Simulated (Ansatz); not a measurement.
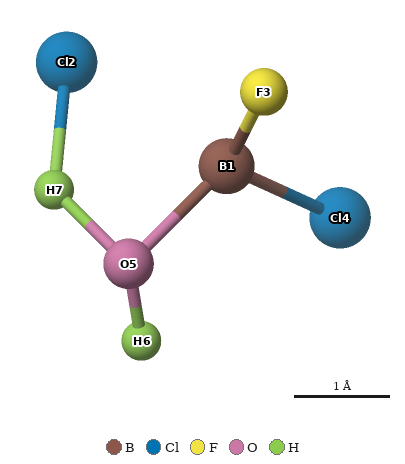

*The structure as given in the input (ball-and-stick view, seen at a tilt; atoms are numbered from 1 in the order of the input).*

Bond lengths as drawn: B–Cl 1.79 Å, B–F 1.34 Å, B–O 1.51 Å, Cl–H 1.55 Å and H–O 0.98 to 1.27 Å.

**Molecular dynamics, with input and output: BH2Cl2OF (part 1 of 5)**

- system: BH2Cl2OF
- method: RKS revPBE/def2-SVP (Ansatz 0.2.0)

It belongs to a series of runs on one base structure; here: dynamics from the highest image of the converged band. Figures and captions count atoms from 1; the log counts them from 0 in places.

Output:
```
Engine: ansatz 0.2.0, aarch64-unknown-linux-gnu
Functional definition: revPBE
  parameter kappa = 1.245
  parameter beta = 0.06672455060314922
  exchange = pbe_x(kappa = kappa, mu = beta*pi^2/3)
  correlation = pbe_c(beta = beta)
951 factors; their error is unknown
mean field evaluation 1: about -30499.2798 eV, gradient 4.9e1 eV
mean field evaluation 2: about -30485.9357 eV, gradient 9.9e1 eV
mean field evaluation 4: about -30503.1969 eV, gradient 3.4e0 eV
mean field evaluation 8: about -30503.2270 eV, gradient 1.2e-1 eV
mean field evaluation 16: about -30503.1806 eV, gradient 5.7e-5 eV
mean field -30503.18058891 eV, -1120.9712108441 hartree, gradient 5.7e-5 eV, S^2 0.000000; 0 other end points of the search recorded, 0 dependent functions left out
the calculation of the forces begins
reference -30503.18062221 eV, -1120.9712120680 hartree; 29, 29 occupied and 59, 59 virtual orbitals, 951 factors
md step     0: t =     0.00 fs  T =   100.0 K  F+E_penalty+E_count = -30503.18058891 eV  E_kin = 0.064630 eV  conserved = -30503.11595891 eV  (27 SCF iters)
these checks for a lower state are left out or cut short: starts, cluster_reference, orbital_swaps, neighbouring_geometries, increment
951 factors; their error is unknown
mean field -30503.17910530 eV, -1120.9711563225 hartree, gradient 7.6e-6 eV, S^2 0.000000; 0 other end points of the search recorded, 0 dependent functions left out
the calculation of the forces begins
reference -30503.17913860 eV, -1120.9711575460 hartree; 29, 29 occupied and 59, 59 virtual orbitals, 951 factors
md step     1: t =     0.50 fs  T =    97.7 K  F+E_penalty+E_count = -30503.17910530 eV  E_kin = 0.063171 eV  conserved = -30503.11593433 eV  (30 SCF iters)
[... from here on the SCF iterations and repeated set-up lines of each step are left out, up to the last step ...]
md step     2: t =     1.00 fs  T =    92.0 K  F+E_penalty+E_count = -30503.17534503 eV  E_kin = 0.059487 eV  conserved = -30503.11585826 eV  (30 SCF iters)
md step     3: t =     1.50 fs  T =    84.7 K  F+E_penalty+E_count = -30503.17050868 eV  E_kin = 0.054745 eV  conserved = -30503.11576349 eV  (31 SCF iters)
md step     4: t =     2.00 fs  T =    77.9 K  F+E_penalty+E_count = -30503.16606255 eV  E_kin = 0.050364 eV  conserved = -30503.11569856 eV  (31 SCF iters)
md step     5: t =     2.50 fs  T =    73.2 K  F+E_penalty+E_count = -30503.16300713 eV  E_kin = 0.047311 eV  conserved = -30503.11569642 eV  (30 SCF iters)
md step     6: t =     3.00 fs  T =    70.6 K  F+E_penalty+E_count = -30503.16137844 eV  E_kin = 0.045625 eV  conserved = -30503.11575336 eV  (31 SCF iters)
md step     7: t =     3.50 fs  T =    68.8 K  F+E_penalty+E_count = -30503.16030308 eV  E_kin = 0.044471 eV  conserved = -30503.11583175 eV  (31 SCF iters)
md step     8: t =     4.00 fs  T =    66.0 K  F+E_penalty+E_count = -30503.15856621 eV  E_kin = 0.042680 eV  conserved = -30503.11588604 eV  (30 SCF iters)
md step     9: t =     4.50 fs  T =    61.0 K  F+E_penalty+E_count = -30503.15531456 eV  E_kin = 0.039427 eV  conserved = -30503.11588744 eV  (30 SCF iters)
md step    10: t =     5.00 fs  T =    53.6 K  F+E_penalty+E_count = -30503.15049728 eV  E_kin = 0.034660 eV  conserved = -30503.11583772 eV  (31 SCF iters)
md step    11: t =     5.50 fs  T =    45.0 K  F+E_penalty+E_count = -30503.14486131 eV  E_kin = 0.029101 eV  conserved = -30503.11576024 eV  (31 SCF iters)
md step    12: t =     6.00 fs  T =    37.0 K  F+E_penalty+E_count = -30503.13960014 eV  E_kin = 0.023914 eV  conserved = -30503.11568614 eV  (31 SCF iters)
md step    13: t =     6.50 fs  T =    31.3 K  F+E_penalty+E_count = -30503.13586746 eV  E_kin = 0.020226 eV  conserved = -30503.11564176 eV  (24 SCF iters)
md step    14: t =     7.00 fs  T =    29.0 K  F+E_penalty+E_count = -30503.13435692 eV  E_kin = 0.018715 eV  conserved = -30503.11564181 eV  (24 SCF iters)
md step    15: t =     7.50 fs  T =    30.0 K  F+E_penalty+E_count = -30503.13507007 eV  E_kin = 0.019385 eV  conserved = -30503.11568518 eV  (24 SCF iters)
md step    16: t =     8.00 fs  T =    33.4 K  F+E_penalty+E_count = -30503.13732907 eV  E_kin = 0.021573 eV  conserved = -30503.11575640 eV  (31 SCF iters)
md step    17: t =     8.50 fs  T =    37.4 K  F+E_penalty+E_count = -30503.14002744 eV  E_kin = 0.024199 eV  conserved = -30503.11582816 eV  (32 SCF iters)
md step    18: t =     9.00 fs  T =    40.5 K  F+E_penalty+E_count = -30503.14206345 eV  E_kin = 0.026194 eV  conserved = -30503.11586957 eV  (28 SCF iters)
md step    19: t =     9.50 fs  T =    41.7 K  F+E_penalty+E_count = -30503.14282211 eV  E_kin = 0.026963 eV  conserved = -30503.11585880 eV  (31 SCF iters)
md step    20: t =    10.00 fs  T =    41.3 K  F+E_penalty+E_count = -30503.14250146 eV  E_kin = 0.026704 eV  conserved = -30503.11579742 eV  (31 SCF iters)
md step    21: t =    10.50 fs  T =    40.8 K  F+E_penalty+E_count = -30503.14207155 eV  E_kin = 0.026356 eV  conserved = -30503.11571585 eV  (31 SCF iters)
md step    22: t =    11.00 fs  T =    42.0 K  F+E_penalty+E_count = -30503.14279619 eV  E_kin = 0.027135 eV  conserved = -30503.11566093 eV  (31 SCF iters)
md step    23: t =    11.50 fs  T =    46.2 K  F+E_penalty+E_count = -30503.14551769 eV  E_kin = 0.029850 eV  conserved = -30503.11566813 eV  (31 SCF iters)
md step    24: t =    12.00 fs  T =    53.2 K  F+E_penalty+E_count = -30503.15012219 eV  E_kin = 0.034385 eV  conserved = -30503.11573744 eV  (31 SCF iters)
md step    25: t =    12.50 fs  T =    61.4 K  F+E_penalty+E_count = -30503.15554035 eV  E_kin = 0.039707 eV  conserved = -30503.11583313 eV  (30 SCF iters)
md step    26: t =    13.00 fs  T =    68.7 K  F+E_penalty+E_count = -30503.16028620 eV  E_kin = 0.044379 eV  conserved = -30503.11590711 eV  (31 SCF iters)
md step    27: t =    13.50 fs  T =    73.1 K  F+E_penalty+E_count = -30503.16318577 eV  E_kin = 0.047257 eV  conserved = -30503.11592862 eV  (30 SCF iters)
md step    28: t =    14.00 fs  T =    74.2 K  F+E_penalty+E_count = -30503.16386896 eV  E_kin = 0.047973 eV  conserved = -30503.11589553 eV  (31 SCF iters)
md step    29: t =    14.50 fs  T =    72.7 K  F+E_penalty+E_count = -30503.16282280 eV  E_kin = 0.046994 eV  conserved = -30503.11582878 eV  (30 SCF iters)
md step    30: t =    15.00 fs  T =    70.1 K  F+E_penalty+E_count = -30503.16107271 eV  E_kin = 0.045313 eV  conserved = -30503.11575964 eV  (31 SCF iters)
md step    31: t =    15.50 fs  T =    68.1 K  F+E_penalty+E_count = -30503.15969835 eV  E_kin = 0.043983 eV  conserved = -30503.11571520 eV  (31 SCF iters)
md step    32: t =    16.00 fs  T =    67.6 K  F+E_penalty+E_count = -30503.15939730 eV  E_kin = 0.043686 eV  conserved = -30503.11571176 eV  (31 SCF iters)
md step    33: t =    16.50 fs  T =    68.8 K  F+E_penalty+E_count = -30503.16022617 eV  E_kin = 0.044476 eV  conserved = -30503.11575030 eV  (31 SCF iters)
md step    34: t =    17.00 fs  T =    70.8 K  F+E_penalty+E_count = -30503.16158359 eV  E_kin = 0.045767 eV  conserved = -30503.11581681 eV  (30 SCF iters)
md step    35: t =    17.50 fs  T =    72.0 K  F+E_penalty+E_count = -30503.16243690 eV  E_kin = 0.046552 eV  conserved = -30503.11588497 eV  (31 SCF iters)
md step    36: t =    18.00 fs  T =    70.9 K  F+E_penalty+E_count = -30503.16174161 eV  E_kin = 0.045818 eV  conserved = -30503.11592347 eV  (30 SCF iters)
md step    37: t =    18.50 fs  T =    66.6 K  F+E_penalty+E_count = -30503.15892939 eV  E_kin = 0.043020 eV  conserved = -30503.11590894 eV  (27 SCF iters)
md step    38: t =    19.00 fs  T =    59.4 K  F+E_penalty+E_count = -30503.15426164 eV  E_kin = 0.038421 eV  conserved = -30503.11584023 eV  (30 SCF iters)
md step    39: t =    19.50 fs  T =    51.2 K  F+E_penalty+E_count = -30503.14882947 eV  E_kin = 0.033084 eV  conserved = -30503.11574571 eV  (31 SCF iters)
md step    40: t =    20.00 fs  T =    44.0 K  F+E_penalty+E_count = -30503.14410482 eV  E_kin = 0.028432 eV  conserved = -30503.11567274 eV  (31 SCF iters)
md step    41: t =    20.50 fs  T =    39.5 K  F+E_penalty+E_count = -30503.14121562 eV  E_kin = 0.025555 eV  conserved = -30503.11566023 eV  (31 SCF iters)
md step    42: t =    21.00 fs  T =    38.1 K  F+E_penalty+E_count = -30503.14035804 eV  E_kin = 0.024645 eV  conserved = -30503.11571260 eV  (30 SCF iters)
md step    43: t =    21.50 fs  T =    38.6 K  F+E_penalty+E_count = -30503.14072988 eV  E_kin = 0.024933 eV  conserved = -30503.11579667 eV  (31 SCF iters)
md step    44: t =    22.00 fs  T =    38.9 K  F+E_penalty+E_count = -30503.14103046 eV  E_kin = 0.025166 eV  conserved = -30503.11586431 eV  (31 SCF iters)
md step    45: t =    22.50 fs  T =    37.6 K  F+E_penalty+E_count = -30503.14019473 eV  E_kin = 0.024313 eV  conserved = -30503.11588160 eV  (29 SCF iters)
md step    46: t =    23.00 fs  T =    34.2 K  F+E_penalty+E_count = -30503.13792441 eV  E_kin = 0.022081 eV  conserved = -30503.11584357 eV  (29 SCF iters)
md step    47: t =    23.50 fs  T =    29.4 K  F+E_penalty+E_count = -30503.13478057 eV  E_kin = 0.019010 eV  conserved = -30503.11577084 eV  (29 SCF iters)
md step    48: t =    24.00 fs  T =    25.0 K  F+E_penalty+E_count = -30503.13188064 eV  E_kin = 0.016186 eV  conserved = -30503.11569424 eV  (29 SCF iters)
md step    49: t =    24.50 fs  T =    22.9 K  F+E_penalty+E_count = -30503.13041348 eV  E_kin = 0.014771 eV  conserved = -30503.11564278 eV  (30 SCF iters)
md step    50: t =    25.00 fs  T =    24.1 K  F+E_penalty+E_count = -30503.13118242 eV  E_kin = 0.015548 eV  conserved = -30503.11563393 eV  (29 SCF iters)
md step    51: t =    25.50 fs  T =    28.9 K  F+E_penalty+E_count = -30503.13432472 eV  E_kin = 0.018655 eV  conserved = -30503.11567010 eV  (29 SCF iters)
md step    52: t =    26.00 fs  T =    36.4 K  F+E_penalty+E_count = -30503.13927276 eV  E_kin = 0.023535 eV  conserved = -30503.11573791 eV  (29 SCF iters)
md step    53: t =    26.50 fs  T =    45.1 K  F+E_penalty+E_count = -30503.14496737 eV  E_kin = 0.029155 eV  conserved = -30503.11581237 eV  (29 SCF iters)
md step    54: t =    27.00 fs  T =    53.2 K  F+E_penalty+E_count = -30503.15026858 eV  E_kin = 0.034408 eV  conserved = -30503.11586068 eV  (29 SCF iters)
md step    55: t =    27.50 fs  T =    59.7 K  F+E_penalty+E_count = -30503.15445377 eV  E_kin = 0.038595 eV  conserved = -30503.11585878 eV  (29 SCF iters)
md step    56: t =    28.00 fs  T =    64.7 K  F+E_penalty+E_count = -30503.15758746 eV  E_kin = 0.041783 eV  conserved = -30503.11580398 eV  (27 SCF iters)
md step    57: t =    28.50 fs  T =    69.4 K  F+E_penalty+E_count = -30503.16054595 eV  E_kin = 0.044822 eV  conserved = -30503.11572362 eV  (29 SCF iters)
md step    58: t =    29.00 fs  T =    75.7 K  F+E_penalty+E_count = -30503.16458556 eV  E_kin = 0.048920 eV  conserved = -30503.11566533 eV  (29 SCF iters)
md step    59: t =    29.50 fs  T =    85.0 K  F+E_penalty+E_count = -30503.17061530 eV  E_kin = 0.054945 eV  conserved = -30503.11566980 eV  (29 SCF iters)
md step    60: t =    30.00 fs  T =    97.2 K  F+E_penalty+E_count = -30503.17858539 eV  E_kin = 0.062842 eV  conserved = -30503.11574358 eV  (29 SCF iters)
md step    61: t =    30.50 fs  T =   110.7 K  F+E_penalty+E_count = -30503.18739121 eV  E_kin = 0.071537 eV  conserved = -30503.11585450 eV  (28 SCF iters)
md step    62: t =    31.00 fs  T =   122.9 K  F+E_penalty+E_count = -30503.19535980 eV  E_kin = 0.079406 eV  conserved = -30503.11595388 eV  (29 SCF iters)
md step    63: t =    31.50 fs  T =   131.5 K  F+E_penalty+E_count = -30503.20099688 eV  E_kin = 0.084991 eV  conserved = -30503.11600558 eV  (30 SCF iters)
md step    64: t =    32.00 fs  T =   135.5 K  F+E_penalty+E_count = -30503.20355524 eV  E_kin = 0.087553 eV  conserved = -30503.11600179 eV  (29 SCF iters)
md step    65: t =    32.50 fs  T =   135.0 K  F+E_penalty+E_count = -30503.20317680 eV  E_kin = 0.087218 eV  conserved = -30503.11595855 eV  (28 SCF iters)
md step    66: t =    33.00 fs  T =   131.1 K  F+E_penalty+E_count = -30503.20065349 eV  E_kin = 0.084751 eV  conserved = -30503.11590246 eV  (29 SCF iters)
md step    67: t =    33.50 fs  T =   125.6 K  F+E_penalty+E_count = -30503.19701484 eV  E_kin = 0.081159 eV  conserved = -30503.11585612 eV  (29 SCF iters)
md step    68: t =    34.00 fs  T =   119.7 K  F+E_penalty+E_count = -30503.19316108 eV  E_kin = 0.077331 eV  conserved = -30503.11583050 eV  (28 SCF iters)
md step    69: t =    34.50 fs  T =   114.3 K  F+E_penalty+E_count = -30503.18967188 eV  E_kin = 0.073849 eV  conserved = -30503.11582307 eV  (29 SCF iters)
md step    70: t =    35.00 fs  T =   109.9 K  F+E_penalty+E_count = -30503.18682620 eV  E_kin = 0.071005 eV  conserved = -30503.11582107 eV  (29 SCF iters)
md step    71: t =    35.50 fs  T =   106.7 K  F+E_penalty+E_count = -30503.18479234 eV  E_kin = 0.068985 eV  conserved = -30503.11580716 eV  (29 SCF iters)
md step    72: t =    36.00 fs  T =   105.4 K  F+E_penalty+E_count = -30503.18389757 eV  E_kin = 0.068131 eV  conserved = -30503.11576688 eV  (27 SCF iters)
md step    73: t =    36.50 fs  T =   107.0 K  F+E_penalty+E_count = -30503.18484962 eV  E_kin = 0.069151 eV  conserved = -30503.11569880 eV  (28 SCF iters)
md step    74: t =    37.00 fs  T =   113.2 K  F+E_penalty+E_count = -30503.18875774 eV  E_kin = 0.073136 eV  conserved = -30503.11562156 eV  (29 SCF iters)
md step    75: t =    37.50 fs  T =   125.7 K  F+E_penalty+E_count = -30503.19683952 eV  E_kin = 0.081266 eV  conserved = -30503.11557321 eV  (29 SCF iters)
md step    76: t =    38.00 fs  T =   145.8 K  F+E_penalty+E_count = -30503.20983430 eV  E_kin = 0.094239 eV  conserved = -30503.11559527 eV  (28 SCF iters)
md step    77: t =    38.50 fs  T =   172.8 K  F+E_penalty+E_count = -30503.22737079 eV  E_kin = 0.111664 eV  conserved = -30503.11570679 eV  (28 SCF iters)
md step    78: t =    39.00 fs  T =   203.9 K  F+E_penalty+E_count = -30503.24769050 eV  E_kin = 0.131807 eV  conserved = -30503.11588352 eV  (28 SCF iters)
md step    79: t =    39.50 fs  T =   235.1 K  F+E_penalty+E_count = -30503.26802036 eV  E_kin = 0.151955 eV  conserved = -30503.11606495 eV  (28 SCF iters)
md step    80: t =    40.00 fs  T =   262.0 K  F+E_penalty+E_count = -30503.28549698 eV  E_kin = 0.169312 eV  conserved = -30503.11618538 eV  (28 SCF iters)
md step    81: t =    40.50 fs  T =   281.6 K  F+E_penalty+E_count = -30503.29818398 eV  E_kin = 0.181978 eV  conserved = -30503.11620605 eV  (29 SCF iters)
md step    82: t =    41.00 fs  T =   293.3 K  F+E_penalty+E_count = -30503.30568973 eV  E_kin = 0.189561 eV  conserved = -30503.11612823 eV  (26 SCF iters)
md step    83: t =    41.50 fs  T =   298.9 K  F+E_penalty+E_count = -30503.30917062 eV  E_kin = 0.193185 eV  conserved = -30503.11598535 eV  (27 SCF iters)
md step    84: t =    42.00 fs  T =   301.7 K  F+E_penalty+E_count = -30503.31083128 eV  E_kin = 0.195008 eV  conserved = -30503.11582375 eV  (26 SCF iters)
md step    85: t =    42.50 fs  T =   305.6 K  F+E_penalty+E_count = -30503.31320194 eV  E_kin = 0.197516 eV  conserved = -30503.11568634 eV  (27 SCF iters)
md step    86: t =    43.00 fs  T =   313.9 K  F+E_penalty+E_count = -30503.31845420 eV  E_kin = 0.202851 eV  conserved = -30503.11560295 eV  (27 SCF iters)
md step    87: t =    43.50 fs  T =   328.5 K  F+E_penalty+E_count = -30503.32792001 eV  E_kin = 0.212334 eV  conserved = -30503.11558648 eV  (25 SCF iters)
md step    88: t =    44.00 fs  T =   350.1 K  F+E_penalty+E_count = -30503.34188465 eV  E_kin = 0.226252 eV  conserved = -30503.11563229 eV  (25 SCF iters)
md step    89: t =    44.50 fs  T =   377.4 K  F+E_penalty+E_count = -30503.35966186 eV  E_kin = 0.243940 eV  conserved = -30503.11572167 eV  (25 SCF iters)
md step    90: t =    45.00 fs  T =   408.6 K  F+E_penalty+E_count = -30503.37990103 eV  E_kin = 0.264073 eV  conserved = -30503.11582808 eV  (25 SCF iters)
md step    91: t =    45.50 fs  T =   441.1 K  F+E_penalty+E_count = -30503.40101308 eV  E_kin = 0.285084 eV  conserved = -30503.11592902 eV  (25 SCF iters)
md step    92: t =    46.00 fs  T =   472.7 K  F+E_penalty+E_count = -30503.42152915 eV  E_kin = 0.305511 eV  conserved = -30503.11601814 eV  (25 SCF iters)
md step    93: t =    46.50 fs  T =   501.5 K  F+E_penalty+E_count = -30503.44020722 eV  E_kin = 0.324099 eV  conserved = -30503.11610800 eV  (25 SCF iters)
md step    94: t =    47.00 fs  T =   525.5 K  F+E_penalty+E_count = -30503.45585609 eV  E_kin = 0.339642 eV  conserved = -30503.11621382 eV  (25 SCF iters)
md step    95: t =    47.50 fs  T =   542.8 K  F+E_penalty+E_count = -30503.46713187 eV  E_kin = 0.350810 eV  conserved = -30503.11632180 eV  (25 SCF iters)
md step    96: t =    48.00 fs  T =   551.4 K  F+E_penalty+E_count = -30503.47275330 eV  E_kin = 0.356379 eV  conserved = -30503.11637409 eV  (24 SCF iters)
md step    97: t =    48.50 fs  T =   550.9 K  F+E_penalty+E_count = -30503.47234497 eV  E_kin = 0.356049 eV  conserved = -30503.11629572 eV  (25 SCF iters)
md step    98: t =    49.00 fs  T =   543.8 K  F+E_penalty+E_count = -30503.46749005 eV  E_kin = 0.351431 eV  conserved = -30503.11605941 eV  (28 SCF iters)
md step    99: t =    49.50 fs  T =   535.9 K  F+E_penalty+E_count = -30503.46205597 eV  E_kin = 0.346320 eV  conserved = -30503.11573598 eV  (25 SCF iters)
md step   100: t =    50.00 fs  T =   534.8 K  F+E_penalty+E_count = -30503.46109363 eV  E_kin = 0.345620 eV  conserved = -30503.11547387 eV  (25 SCF iters)
md step   101: t =    50.50 fs  T =   546.5 K  F+E_penalty+E_count = -30503.46862863 eV  E_kin = 0.353220 eV  conserved = -30503.11540910 eV  (25 SCF iters)
md step   102: t =    51.00 fs  T =   572.6 K  F+E_penalty+E_count = -30503.48565104 eV  E_kin = 0.370076 eV  conserved = -30503.11557507 eV  (24 SCF iters)
md step   103: t =    51.50 fs  T =   609.2 K  F+E_penalty+E_count = -30503.50960702 eV  E_kin = 0.393719 eV  conserved = -30503.11588784 eV  (25 SCF iters)
md step   104: t =    52.00 fs  T =   648.9 K  F+E_penalty+E_count = -30503.53562442 eV  E_kin = 0.419414 eV  conserved = -30503.11621070 eV  (25 SCF iters)
md step   105: t =    52.50 fs  T =   684.1 K  F+E_penalty+E_count = -30503.55856389 eV  E_kin = 0.442130 eV  conserved = -30503.11643398 eV  (24 SCF iters)
md step   106: t =    53.00 fs  T =   709.0 K  F+E_penalty+E_count = -30503.57473634 eV  E_kin = 0.458226 eV  conserved = -30503.11651055 eV  (25 SCF iters)
md step   107: t =    53.50 fs  T =   721.5 K  F+E_penalty+E_count = -30503.58271996 eV  E_kin = 0.466276 eV  conserved = -30503.11644399 eV  (25 SCF iters)
md step   108: t =    54.00 fs  T =   722.8 K  F+E_penalty+E_count = -30503.58338888 eV  E_kin = 0.467126 eV  conserved = -30503.11626286 eV  (24 SCF iters)
md step   109: t =    54.50 fs  T =   717.1 K  F+E_penalty+E_count = -30503.57950119 eV  E_kin = 0.463493 eV  conserved = -30503.11600844 eV  (25 SCF iters)
md step   110: t =    55.00 fs  T =   710.7 K  F+E_penalty+E_count = -30503.57503522 eV  E_kin = 0.459299 eV  conserved = -30503.11573640 eV  (24 SCF iters)
md step   111: t =    55.50 fs  T =   709.8 K  F+E_penalty+E_count = -30503.57426822 eV  E_kin = 0.458750 eV  conserved = -30503.11551815 eV  (24 SCF iters)
md step   112: t =    56.00 fs  T =   719.8 K  F+E_penalty+E_count = -30503.58062448 eV  E_kin = 0.465201 eV  conserved = -30503.11542328 eV  (24 SCF iters)
md step   113: t =    56.50 fs  T =   742.8 K  F+E_penalty+E_count = -30503.59558350 eV  E_kin = 0.480096 eV  conserved = -30503.11548781 eV  (24 SCF iters)
md step   114: t =    57.00 fs  T =   777.4 K  F+E_penalty+E_count = -30503.61812215 eV  E_kin = 0.502428 eV  conserved = -30503.11569424 eV  (25 SCF iters)
md step   115: t =    57.50 fs  T =   818.5 K  F+E_penalty+E_count = -30503.64498678 eV  E_kin = 0.529005 eV  conserved = -30503.11598156 eV  (25 SCF iters)
md step   116: t =    58.00 fs  T =   859.3 K  F+E_penalty+E_count = -30503.67165130 eV  E_kin = 0.555377 eV  conserved = -30503.11627440 eV  (26 SCF iters)
md step   117: t =    58.50 fs  T =   892.8 K  F+E_penalty+E_count = -30503.69352091 eV  E_kin = 0.577014 eV  conserved = -30503.11650717 eV  (26 SCF iters)
md step   118: t =    59.00 fs  T =   913.5 K  F+E_penalty+E_count = -30503.70701014 eV  E_kin = 0.590383 eV  conserved = -30503.11662752 eV  (25 SCF iters)
md step   119: t =    59.50 fs  T =   918.8 K  F+E_penalty+E_count = -30503.71039241 eV  E_kin = 0.593798 eV  conserved = -30503.11659452 eV  (25 SCF iters)
md step   120: t =    60.00 fs  T =   909.8 K  F+E_penalty+E_count = -30503.70441607 eV  E_kin = 0.588026 eV  conserved = -30503.11638961 eV  (26 SCF iters)
```
